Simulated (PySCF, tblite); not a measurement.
# C₇H₁₆AlP: geometry, infrared bands and NMR shifts

Aim: predict the infrared bands and NMR shifts of C₇H₁₆AlP (`[AlH3-][P@+]12CCC[C@H]1CCC2`).

The runs use tblite 0.8.0 and PySCF 2.14.0, with density-fitted response routines of our own; the level of theory stands in each step. All values are computed, except where a source is named. Atoms count from 0, in the outputs and in this text.

## (1) The molecule as given

25 atoms, charge 0, multiplicity 1; geometry from: force field or distance geometry start.

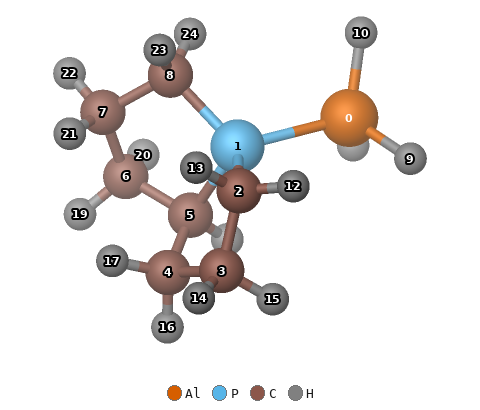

The starting geometry (aluminium orange, phosphorus blue, carbon brown, hydrogen grey), atoms numbered.

## (2) Geometry optimisation with GFN2-xTB

What the job is given:

```
{"job": {"kind": "relax", "xc": "GFN2-xTB", "basis": "xTB"}, "charge": 0, "multiplicity": 1}
Al     1.688500     1.387700     1.979200
P      0.678900     0.412300     0.162600
C      0.077200     1.548100    -1.070700
C     -1.444200     1.575100    -0.888300
C     -1.891500     0.162700    -0.442200
C     -0.875100    -0.394400     0.555000
C     -0.612700    -1.892900     0.378900
C      0.480000    -2.090300    -0.681700
C      1.551500    -1.027900    -0.498200
H      1.392400     2.960400     1.951500
H      3.250100     1.122000     1.923700
H      1.071000     0.760300     3.319600
H      0.498900     2.564500    -0.924300
H      0.322700     1.164500    -2.087600
H     -1.959700     1.883200    -1.814500
H     -1.705400     2.295300    -0.065900
H     -2.902200     0.206800     0.009000
H     -1.945500    -0.482700    -1.357000
H     -1.182200    -0.151100     1.603400
H     -1.537600    -2.439300     0.114900
H     -0.247600    -2.304400     1.350800
H      0.018600    -1.983700    -1.693800
H      0.923100    -3.103300    -0.595800
H      2.037500    -0.781100    -1.460500
H      2.302300    -1.367600     0.241200
```

The run is started by

```bash
OMP_NUM_THREADS=1 python probes_run.py task.json out
```

The driver reads the jobs from task.json and runs them one after another.

What it wrote:

```text
step      E/eV     max force
  0    -727.99136    3.044
  1    -728.28240    2.437
  2    -728.49594    1.311
  3    -728.58122    0.625
  4    -728.63614    0.432
  5    -728.65537    0.235
  6    -728.66266    0.166
  7    -728.66815    0.136
  8    -728.67207    0.124
  9    -728.67494    0.109
 10    -728.67769    0.108
 11    -728.68089    0.131
 12    -728.68519    0.174
 13    -728.69111    0.186
 14    -728.69803    0.256
 15    -728.70397    0.206
 16    -728.70807    0.151
 17    -728.71104    0.115
 18    -728.71413    0.217
 19    -728.71803    0.263
 20    -728.72164    0.197
 21    -728.72385    0.087
 22    -728.72500    0.070
 23    -728.72580    0.085
 24    -728.72639    0.064
 25    -728.72680    0.035
 26    -728.72714    0.038
 27    -728.72752    0.064
 28    -728.72790    0.065
 29    -728.72816    0.043
 30    -728.72833    0.033
 31    -728.72848    0.038
 32    -728.72865    0.040
 33    -728.72883    0.031
 34    -728.72899    0.031
 35    -728.72916    0.043
 36    -728.72938    0.054
 37    -728.72965    0.048
 38    -728.72990    0.030
 39    -728.73013    0.037
 40    -728.73037    0.056
 41    -728.73065    0.061
 42    -728.73092    0.040
 43    -728.73113    0.028
 44    -728.73130    0.037
 45    -728.73151    0.055
 46    -728.73177    0.055
 47    -728.73205    0.043
 48    -728.73233    0.046
 49    -728.73263    0.057
 50    -728.73301    0.076
 51    -728.73343    0.067
 52    -728.73384    0.050
 53    -728.73424    0.049
 54    -728.73472    0.068
 55    -728.73533    0.085
 56    -728.73597    0.067
 57    -728.73650    0.043
 58    -728.73691    0.046
 59    -728.73727    0.058
 60    -728.73763    0.048
 61    -728.73796    0.031
 62    -728.73824    0.038
 63    -728.73855    0.053
 64    -728.73894    0.058
 65    -728.73944    0.049
 66    -728.73998    0.051
 67    -728.74043    0.038
 68    -728.74078    0.041
 69    -728.74109    0.043
 70    -728.74143    0.042
 71    -728.74177    0.056
 72    -728.74208    0.060
 73    -728.74235    0.039
 74    -728.74261    0.027
 75    -728.74277    0.029
 76    -728.74300    0.037
 77    -728.74316    0.027
 78    -728.74330    0.026
 79    -728.74345    0.030
 80    -728.74363    0.034
 81    -728.74384    0.037
 82    -728.74409    0.031
 83    -728.74441    0.041
 84    -728.74489    0.054
 85    -728.74559    0.072
 86    -728.74649    0.071
 87    -728.74749    0.067
 88    -728.74853    0.077
 89    -728.74962    0.091
 90    -728.75082    0.097
 91    -728.75235    0.071
 92    -728.75413    0.080
 93    -728.75561    0.107
 94    -728.75777    0.120
 95    -728.75949    0.095
 96    -728.76034    0.101
 97    -728.76193    0.074
 98    -728.76317    0.075
 99    -728.76560    0.086
100    -728.76711    0.099
101    -728.76885    0.092
102    -728.77082    0.084
103    -728.77321    0.083
104    -728.77488    0.078
105    -728.77606    0.074
106    -728.77729    0.084
107    -728.77869    0.075
108    -728.78023    0.075
109    -728.78105    0.069
110    -728.78177    0.062
111    -728.78229    0.047
112    -728.78267    0.033
113    -728.78295    0.036
114    -728.78323    0.038
115    -728.78356    0.042
116    -728.78389    0.038
117    -728.78414    0.030
118    -728.78432    0.029
119    -728.78447    0.028
120    -728.78464    0.028
121    -728.78484    0.032
122    -728.78506    0.036
123    -728.78530    0.037
124    -728.78556    0.037
125    -728.78585    0.035
126    -728.78619    0.035
127    -728.78657    0.042
128    -728.78697    0.052
129    -728.78742    0.060
130    -728.78794    0.060
131    -728.78859    0.082
132    -728.78929    0.092
133    -728.78990    0.072
134    -728.79041    0.048
135    -728.79077    0.044
136    -728.79103    0.042
137    -728.79127    0.045
138    -728.79149    0.033
139    -728.79166    0.022
140    -728.79178    0.027
141    -728.79188    0.028
142    -728.79200    0.028
143    -728.79218    0.028
144    -728.79238    0.027
145    -728.79259    0.025
146    -728.79277    0.027
147    -728.79295    0.028
148    -728.79313    0.028
149    -728.79331    0.033
150    -728.79347    0.028
151    -728.79363    0.030
152    -728.79380    0.025
153    -728.79396    0.023
154    -728.79406    0.016
155    -728.79413    0.019
156    -728.79419    0.017
157    -728.79426    0.015
158    -728.79433    0.015
159    -728.79439    0.012
160    -728.79444    0.015
161    -728.79448    0.013
162    -728.79451    0.009
```

Along the way: (not every step is listed)

| step | energy from step 0 (eV) | largest force (eV/Å) |
| --- | --- | --- |
| 0 | 0.0000 | 3.0444 |
| 1 | -0.2910 | 2.4374 |
| 2 | -0.5046 | 1.3108 |
| 3 | -0.5899 | 0.6245 |
| 4 | -0.6448 | 0.4325 |
| 5 | -0.6640 | 0.2354 |
| 6 | -0.6713 | 0.1663 |
| 7 | -0.6768 | 0.1360 |
| 8 | -0.6807 | 0.1240 |
| 22 | -0.7336 | 0.0696 |
| 36 | -0.7380 | 0.0540 |
| 50 | -0.7417 | 0.0763 |
| 64 | -0.7476 | 0.0580 |
| 78 | -0.7519 | 0.0257 |
| 92 | -0.7628 | 0.0798 |
| 106 | -0.7859 | 0.0840 |
| 120 | -0.7933 | 0.0278 |
| 134 | -0.7990 | 0.0475 |
| 148 | -0.8018 | 0.0278 |
| 157 | -0.8029 | 0.0153 |
| 158 | -0.8030 | 0.0148 |
| 159 | -0.8030 | 0.0121 |
| 160 | -0.8031 | 0.0153 |
| 161 | -0.8031 | 0.0132 |
| 162 | -0.8031 | 0.0090 |

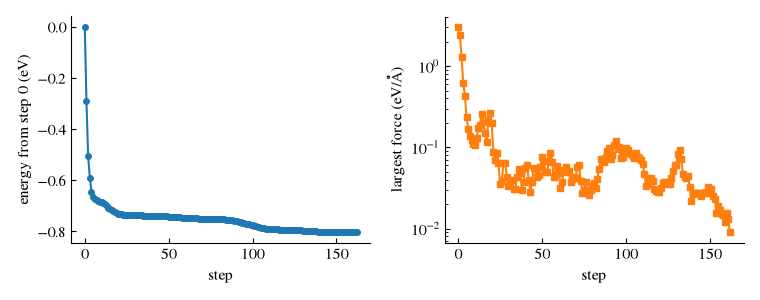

Energy and force, step by step.

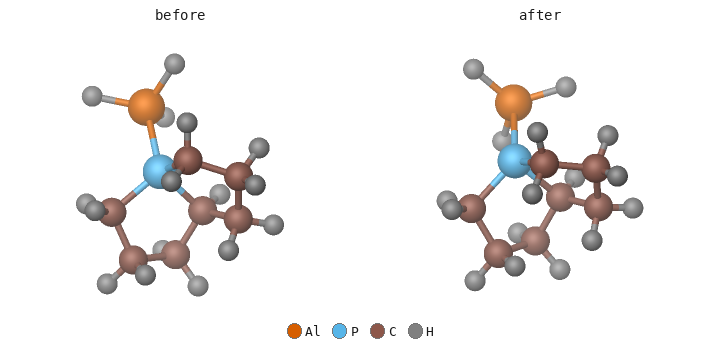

Before and after, at one scale.

Close pairs (by a distance rule), those that changed most:

| bond | before (Å) | after (Å) | change (Å) |
| --- | --- | --- | --- |
| Al0–P1 | 2.296 | 2.465 | +0.169 |
| P1–C2 | 1.781 | 1.854 | +0.073 |
| P1–C5 | 1.794 | 1.859 | +0.064 |
| P1–C8 | 1.809 | 1.848 | +0.039 |
| C3–H15 | 1.124 | 1.093 | -0.031 |
| C4–H17 | 1.121 | 1.092 | -0.029 |
| Al0–H9 | 1.601 | 1.574 | -0.026 |
| C7–H21 | 1.117 | 1.092 | -0.025 |

The end geometry stands in the next job.

## (3) Vibrational analysis with GFN2-xTB

What the job is given:

```
{"job": {"kind": "ir", "xc": "GFN2-xTB", "basis": "xTB"}, "charge": 0, "multiplicity": 1}
Al     1.495360     1.281443     2.313524
P      0.895243     0.540767     0.040345
C      0.109820     1.378218    -1.415384
C     -1.319555     1.626941    -0.940623
C     -1.807318     0.308253    -0.349982
C     -0.710912    -0.217977     0.587394
C     -0.501492    -1.732454     0.524212
C      0.378213    -2.017528    -0.689969
C      1.564900    -1.061039    -0.591966
H      0.262752     2.235900     2.533045
H      2.924421     1.886290     2.119647
H      1.372391    -0.181010     2.899514
H      0.631327     2.303795    -1.660514
H      0.129817     0.721318    -2.288017
H     -1.960297     1.970230    -1.754494
H     -1.312285     2.390908    -0.159436
H     -2.749510     0.439426     0.182872
H     -1.975161    -0.407355    -1.157758
H     -0.908370     0.102284     1.619790
H     -1.455520    -2.259157     0.465928
H      0.020005    -2.060303     1.425539
H     -0.181478    -1.826712    -1.608087
H      0.710306    -3.056441    -0.707036
H      2.095765    -0.927485    -1.535759
H      2.280644    -1.414166     0.156351
```

What it wrote:

```text
mode    cm-1     km/mol
  1      41.5      0.95
  2      86.2      0.23
  3     104.0      0.24
  4     143.8      0.09
  5     159.2      0.15
  6     237.4      0.92
  7     266.1      0.19
  8     274.2      0.16
  9     350.8      1.62
 10     366.2      4.18
 11     396.0      7.60
 12     409.9      0.68
 13     481.3      4.52
 14     509.9      9.97
 15     562.8      1.05
 16     685.8     11.52
 17     700.6     55.68
 18     724.2    732.70
 19     737.6     51.96
 20     751.5    285.77
 21     762.1    373.30
 22     794.3     21.81
 23     823.6      2.62
 24     855.2      4.72
 25     894.0      0.17
 26     926.7      0.91
 27     950.5      0.59
 28     961.0      0.83
 29     992.7      2.09
 30    1014.6      7.56
 31    1025.7      2.90
 32    1063.2      4.15
 33    1083.7      2.03
 34    1098.8      0.49
 35    1118.6      4.07
 36    1132.9      8.60
 37    1160.2      0.22
 38    1170.9      1.06
 39    1209.6      1.11
 40    1224.1      0.25
 41    1239.3      0.65
 42    1244.4      0.55
 43    1270.0      1.18
 44    1306.0      0.65
 45    1314.2      0.12
 46    1321.0      0.99
 47    1325.9      0.64
 48    1432.8      2.67
 49    1438.8      1.04
 50    1472.4      3.31
 51    1474.9      0.85
 52    1484.5      2.04
 53    1498.3      1.04
 54    1621.3    271.23
 55    1645.2    233.17
 56    1698.2    353.64
 57    2873.4     21.52
 58    2941.4      7.22
 59    2950.8      8.27
 60    2964.9      6.40
 61    2967.8      9.49
 62    2973.8     15.68
 63    2976.2     33.93
 64    2980.9     16.19
 65    2982.2     59.45
 66    2985.7     51.08
 67    2987.3     18.87
 68    2992.2     68.57
 69    2996.6     51.58
```

Which atoms move in the most intense modes:

| cm⁻¹ | km/mol | atoms |
| --- | --- | --- |
| 724 | 732.7 | H11 34 %, H9 27 %, H10 18 % |
| 752 | 285.8 | H10 49 %, H9 40 % |
| 762 | 373.3 | H11 59 %, H9 20 %, H10 12 % |
| 1621 | 271.2 | H11 96 % |
| 1645 | 233.2 | H9 96 % |
| 1698 | 353.6 | H10 96 % |
| 2982 | 59.5 | H14 54 %, H19 14 % |
| 2992 | 68.6 | H22 62 %, H19 13 %, H21 11 % |

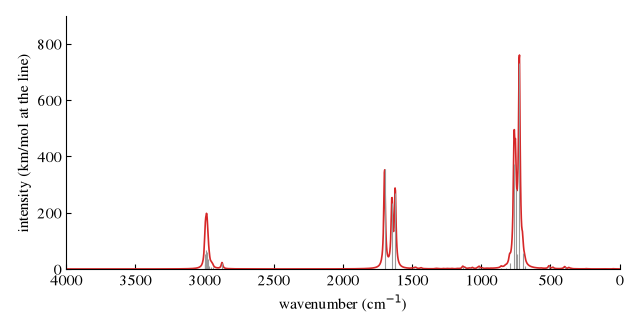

The infrared spectrum from these modes, unscaled. Lines are broadened to a width of 14 cm⁻¹ (Lorentzian).

## (4) Nuclear shieldings: PBE0/pcSseg-1

Same as in step 3 but for these lines:

```diff
@@ -1,2 +1,2 @@
-{"job": {"kind": "ir", "xc": "GFN2-xTB", "basis": "xTB"}, "charge": 0, "multiplicity": 1}
+{"job": {"kind": "nmr", "xc": "PBE0", "basis": "pcSseg-1"}, "charge": 0, "multiplicity": 1}
 Al     1.495360     1.281443     2.313524
```

Method: GIAO PBE0/pcSseg-1 NMR shielding, non-relativistic, gas phase.

What it wrote:

```text
coarse grid: 20776 points
cycle   1  E = -859.4137703105  dE =  9.492e-01  |g| = 4.180e-01  |ddm| = 4.422e+00
cycle   2  E = -859.4076264799  dE =  6.144e-03  |g| = 4.672e-01  |ddm| = 8.400e-01
cycle   3  E = -859.4627979246  dE = -5.517e-02  |g| = 6.813e-02  |ddm| = 5.011e-01
cycle   4  E = -859.4639424651  dE = -1.145e-03  |g| = 2.318e-02  |ddm| = 1.173e-01
cycle   5  E = -859.4640664979  dE = -1.240e-04  |g| = 6.666e-03  |ddm| = 2.974e-02
cycle   6  E = -859.4640770996  dE = -1.060e-05  |g| = 1.893e-03  |ddm| = 9.211e-03
cycle   7  E = -859.4640780577  dE = -9.581e-07  |g| = 2.958e-04  |ddm| = 2.991e-03
final grid: 188224 points
cycle   8  E = -859.5196951123  dE = -5.951e-05  |g| = 9.643e-03  |ddm| = 4.252e-02
cycle   9  E = -859.5196785270  dE =  1.659e-05  |g| = 1.263e-02  |ddm| = 1.992e-02
cycle  10  E = -859.5197191589  dE = -4.063e-05  |g| = 9.128e-04  |ddm| = 1.227e-02
cycle  11  E = -859.5197193556  dE = -1.968e-07  |g| = 2.535e-04  |ddm| = 1.445e-03
cycle  12  E = -859.5197193695  dE = -1.390e-08  |g| = 8.473e-05  |ddm| = 3.024e-04
cycle  13  E = -859.5197193713  dE = -1.786e-09  |g| = 1.880e-05  |ddm| = 1.222e-04
cycle  14  E = -859.5197193714  dE = -9.140e-11  |g| = 4.504e-06  |ddm| = 3.163e-05
converged SCF energy = -859.5197193714

GIAO shielding tensors (ppm)
atom      isotropic    diamagn.    paramagn.     s11        s22        s33       span
  0 Al     438.718     795.319    -356.602    426.132    430.985    459.035     32.903
  1 P      337.658     969.434    -631.776    238.718    375.704    398.551    159.833
  2 C      155.943     254.259     -98.316    129.265    163.798    174.766     45.501
  3 C      154.018     251.361     -97.343    122.085    163.468    176.502     54.417
  4 C      148.561     248.209     -99.648    118.684    161.487    165.512     46.828
  5 C      135.814     255.313    -119.499    105.642    140.916    160.882     55.240
  6 C      149.989     248.348     -98.359    127.639    156.346    165.981     38.343
  7 C      157.714     250.432     -92.718    125.508    173.190    174.444     48.937
  8 C      156.607     254.993     -98.386    138.856    160.759    170.208     31.352
  9 H       27.656      29.827      -2.171     23.754     27.395     31.819      8.065
 10 H       27.728      28.980      -1.252     23.858     25.853     33.473      9.615
 11 H       27.958      30.258      -2.301     23.842     28.357     31.675      7.833
 12 H       29.370      30.986      -1.616     24.170     26.739     37.200     13.030
 13 H       30.341      32.574      -2.233     25.546     28.799     36.678     11.132
 14 H       29.693      29.625       0.068     23.785     26.560     38.734     14.948
 15 H       29.972      31.580      -1.608     26.189     26.778     36.950     10.761
 16 H       29.276      30.832      -1.556     24.049     26.841     36.939     12.890
 17 H       30.629      32.476      -1.847     25.615     30.060     36.213     10.597
 18 H       28.659      34.610      -5.951     24.618     26.829     34.528      9.910
 19 H       29.973      31.226      -1.253     24.543     27.508     37.869     13.326
 20 H       29.856      31.940      -2.084     25.034     27.266     37.268     12.233
 21 H       30.104      32.271      -2.167     26.559     27.633     36.121      9.563
 22 H       29.661      29.703      -0.043     23.740     26.488     38.754     15.014
 23 H       29.969      31.352      -1.383     25.103     27.175     37.630     12.527
 24 H       29.954      31.784      -1.831     24.143     27.682     38.036     13.894
```

It took 3.5 min on 1 thread, shared host.

Shifts follow as δ = σ(reference) − σ, with reference shieldings (ppm) from runs at the same level and on the same kind of geometry: 1H TMS 31.72, 13C TMS 186.9, 31P H3PO4 318.4, 27Al AlH4- 490.0. The references are single molecules in the gas phase, so shifts against H2O, NH3, PH3, H3PO4 or CFCl3 are not on the usual liquid scales and can be off by tens of ppm. Shifts against hydride references such as AlH4− lie on their own scale. Atoms listed in one row are averaged.

| atoms | environment | σ (ppm) | δ (ppm) |
| --- | --- | --- | --- |
| C5 | sp3 CH bonded to P | 135.8 | 51.1 |
| C4, C6 | sp3 CH2 in a ring | 149.3 | 37.7 |
| C3, C7 | sp3 CH2 in a ring | 155.9 | 31.1 |
| C2, C8 | sp3 CH2 bonded to P | 156.3 | 30.6 |
| H9, H10, H11 | hydrogen on an aluminium bonded to P | 27.78 | 3.94 |
| H18 | hydrogen on an sp3 CH bonded to P | 28.66 | 3.06 |
| H16, H20 | hydrogen on an sp3 CH2 in a ring | 29.57 | 2.15 |
| H12, H24 | hydrogen on an sp3 CH2 bonded to P | 29.66 | 2.06 |
| H15, H22 | hydrogen on an sp3 CH2 in a ring | 29.82 | 1.90 |
| H14, H21 | hydrogen on an sp3 CH2 in a ring | 29.90 | 1.82 |
| H13, H23 | hydrogen on an sp3 CH2 bonded to P | 30.16 | 1.56 |
| H17, H19 | hydrogen on an sp3 CH2 in a ring | 30.30 | 1.42 |
| Al0 | aluminium bonded to P, 3 H | 438.7 | 51.2 |
| P1 | phosphorus bonded to 3 C, Al, in a 5-membered ring | 337.7 | -19.3 |

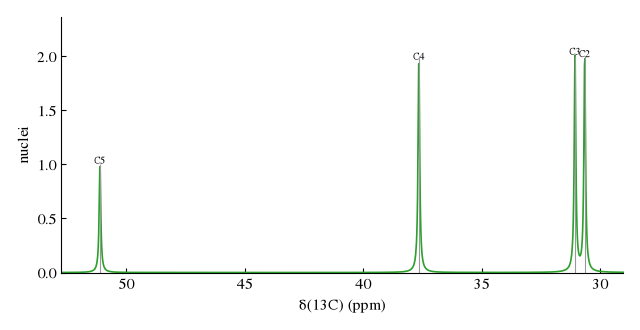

13C lines at the computed shifts, without couplings. Lines are broadened to a width of 0.08 ppm (Lorentzian).

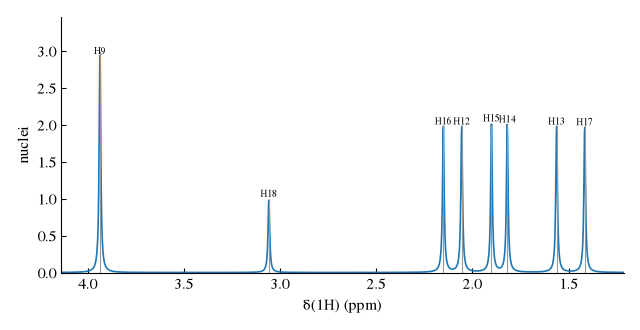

1H lines at the computed shifts, without couplings. Lines are broadened to a width of 0.01 ppm (Lorentzian).

The run also stored atomic charges by several schemes (e):

| atoms | Mulliken | IAO | Hirshfeld | ESP fit |
| --- | --- | --- | --- | --- |
| Al0 | 0.62 | 0.27 | 0.24 | 0.66 |
| P1 | 0.27 | 0.65 | 0.27 | 0.06 |
| C2, C8 | -0.38 | -0.44 | -0.10 | -0.22 |
| C3, C7 | -0.23 | -0.25 | -0.07 | -0.02 |
| C4, C6 | -0.12 | -0.26 | -0.07 | -0.22 |
| C5 | -0.55 | -0.28 | -0.06 | 0.25 |

IAO charges:

Al0 0.27; P1 0.65; C2 -0.43; C3 -0.25; C4 -0.26; C5 -0.28; C6 -0.26; C7 -0.25; C8 -0.44; H9 -0.22; H10 -0.22; H11 -0.22; H12 0.16; H13 0.15; H14 0.14; H15 0.15; H16 0.15; H17 0.12; H18 0.15; H19 0.14; H20 0.15; H21 0.13; H22 0.15; H23 0.15; H24 0.16

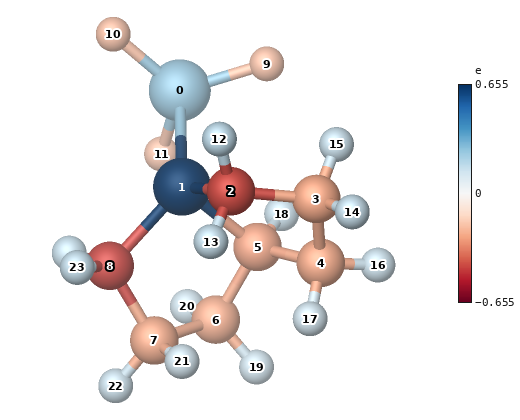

IAO charges, as colours on the atoms.

Mayer bond orders: Al0–P1 0.38, P1–C2 0.96, C2–C3 1.02, C3–C4 1.03, C4–C5 0.96, C5–C6 1.01, C6–C7 1.02, C7–C8 1.02, C5–P1 0.93, C8–P1 0.98.

Ring of atoms P1, C2, C3, C4, C5: NICS(0) -7.1, NICS(1) -4.9, NICS(1)zz -3.7 ppm (means of both faces).

Ring of atoms P1, C5, C6, C7, C8: NICS(0) -7.0, NICS(1) -5.0, NICS(1)zz -4.4 ppm (means of both faces).

## (5) Results

| quantity | value |
| --- | --- |
| strongest single infrared mode (GFN2-xTB) | 724 cm⁻¹, 733 km/mol |
| zero-point energy (GFN2-xTB) | 128.1 kcal/mol |
| 13C shifts against TMS (PBE0/pcSseg-1, means over atoms taken as alike) | 51.1, 37.7, 31.1, 30.6 ppm |
| 1H shifts against TMS (PBE0/pcSseg-1, means over atoms taken as alike) | 3.94, 3.06, 2.15, 2.06, 1.90, 1.82, 1.56, 1.42 ppm |
| 27Al shifts against AlH4- (PBE0/pcSseg-1) | 51.2 ppm |
| 31P shifts against H3PO4 (PBE0/pcSseg-1) | -19.3 ppm |

What this shows: Over 162 steps the energy fell by 0.803 eV; of the close pairs, Al0–P1 changed most, 2.296 to 2.465 Å. No mode is imaginary among the 69: a minimum at this level. The strongest single mode, at 724 cm⁻¹, is carried by H11, H9, H10. GFN2-xTB is a fitted tight-binding method: band positions and strengths are rough. Its intensities can rank the bands wrongly. At PBE0/pcSseg-1: The largest span, 160 ppm, is at P1, where the paramagnetic term is -632 ppm.
